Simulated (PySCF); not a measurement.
H5BrGeSi, SMILES [GeH3][SiH2]Br, B3LYP/def2-SVP optimised geometry. Atoms within 1.6 Å of the plane z = 0.0 Å (x, y, z in Å): Ge1 (1.31, -0.34, 0.00), Si2 (-1.09, -0.34, 0.00), Br3 (-1.83, 1.79, 0.00), H4 (1.83, 0.38, 1.26), H5 (1.83, 0.39, -1.25), H6 (1.83, -1.79, 0.00), H7 (-1.64, -1.01, -1.21), H8 (-1.64, -1.01, 1.21).

Method: B3LYP/def2-TZVP (PySCF). Cells within 0.4 Å of a nucleus heavier than hydrogen are left out (blank, or x).

Map of the electron localisation function on the plane z = 0.0 Å:

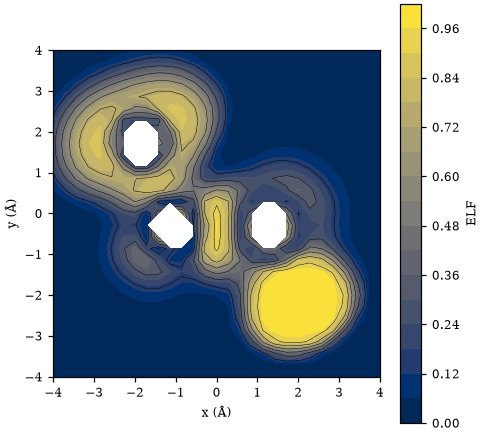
Electron localisation function on the plane z = 0.0 Å.
